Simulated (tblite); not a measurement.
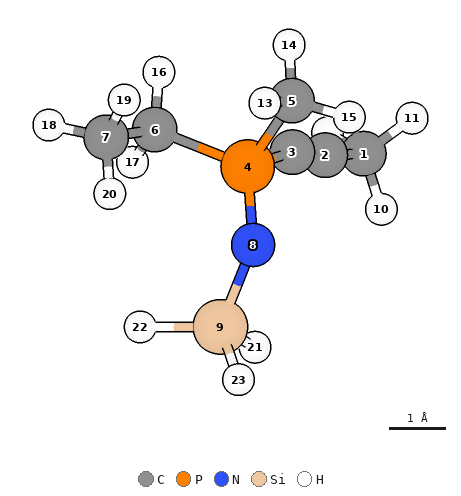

*The structure as given in the input (ball-and-stick view, seen at a tilt; atoms are numbered from 1 in the order of the input).*

Run report: C₆H₁₄NPSi, frequency calculation

System: C₆H₁₄NPSi, SMILES CC#C[P@@](C)(CC)=N[SiH3].
Method: GFN2-xTB harmonic vibrations, gas phase (tblite 0.8.0).

It belongs to a series of runs on one base structure; here: CH2NMe2 replaced by propynyl.

Output
```
mode    cm-1     km/mol
  1      29.5      0.01
  2      42.8      0.38
  3      56.4      0.50
  4      64.3      0.70
  5      65.7      0.15
  6      88.7      1.32
  7     117.8      6.32
  8     138.3      0.49
  9     169.8      4.05
 10     179.2      0.66
 11     232.6      1.64
 12     234.2      0.97
 13     271.3      5.17
 14     288.0      2.20
 15     316.5      3.14
 16     341.2     13.38
 17     368.4     20.98
 18     527.4     60.52
 19     576.2    125.15
 20     602.4     50.71
 21     657.0     45.61
 22     712.7      8.98
 23     748.9     33.86
 24     766.9    164.44
 25     781.7     97.75
 26     813.4    462.17
 27     824.7    100.87
 28     830.4    253.05
 29     880.3    181.83
 30     964.5      3.42
 31    1000.7     12.91
 32    1014.8      6.15
 33    1016.2      5.26
 34    1072.8     13.37
 35    1094.1      3.63
 36    1210.1      3.96
 37    1232.0    492.11
 38    1248.7    178.22
 39    1299.8     24.22
 40    1380.7      3.18
 41    1404.7      2.63
 42    1411.9      1.22
 43    1430.9      3.61
 44    1437.0      2.73
 45    1443.7      7.02
 46    1445.3      7.34
 47    1491.4      3.34
 48    1496.1      2.59
 49    2132.6    436.81
 50    2180.7    267.66
 51    2268.8    355.01
 52    2305.3    163.38
 53    2941.4     20.62
 54    2956.6     17.37
 55    2998.5      6.63
 56    3003.8     14.42
 57    3004.7     12.89
 58    3008.8      8.63
 59    3010.9     19.16
 60    3012.6     14.07
 61    3018.1     36.83
 62    3020.4     21.69
 63    3028.3     23.95
```

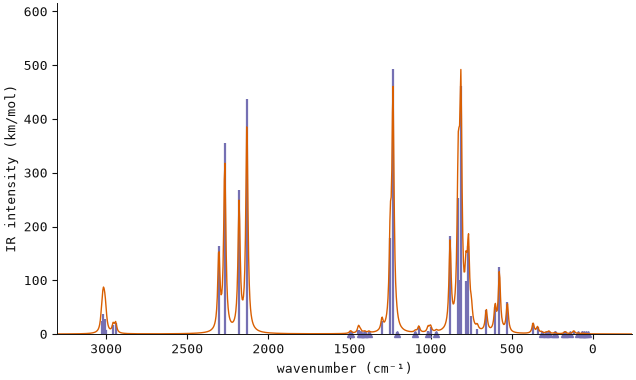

*Harmonic infrared spectrum, unscaled: sticks (degenerate modes added up, dark ones marked on the axis) with a Lorentzian envelope of 16 cm⁻¹ full width, scaled to the tallest stick.*

63 modes from 30 to 3028 cm⁻¹, none imaginary. The strongest line is at 1232 cm⁻¹ (492 km/mol).

This output came from the following input.

The input
```
{"job": {"kind": "ir", "xc": "GFN2-xTB", "basis": "xTB"}, "charge": 0, "multiplicity": 1}
C      3.628903     1.400614    -1.111653
C      2.306005     1.047608    -0.654195
C      1.172808     0.812897    -0.312379
P     -0.350022     0.205279     0.365383
C     -1.062871     1.654011     1.211004
C     -1.350345    -0.048222    -1.170148
C     -2.722841    -0.589549    -0.804327
N     -0.268986    -0.975921     1.384618
Si     0.317224    -2.567511     1.117083
H      4.352163     0.678559    -0.733353
H      3.895434     2.393542    -0.749829
H      3.660648     1.397866    -2.201099
H     -2.042581     1.382981     1.599878
H     -1.141641     2.500380     0.530918
H     -0.411971     1.907968     2.045826
H     -1.417399     0.889012    -1.726749
H     -0.803377    -0.771586    -1.782119
H     -3.265543    -0.912296    -1.691214
H     -3.314897     0.169377    -0.296076
H     -2.609826    -1.439910    -0.133030
H      1.740125    -2.594191     0.748627
H     -0.399609    -3.289044     0.049634
H      0.083847    -3.224879     2.400635
```

The first line tells a small driver script what to run in tblite; the rest is the geometry in Å.

Launched with:
```bash
OMP_NUM_THREADS=1 python <driver script> task.json out
```

Summary

- outcome: converged
- total energy: −738.0411 eV
- zero-point energy: 111.0970 kcal/mol
- hardware: 1 CPU thread, shared host
- wall time: 1.2 s
- peak memory: 0.18 GiB
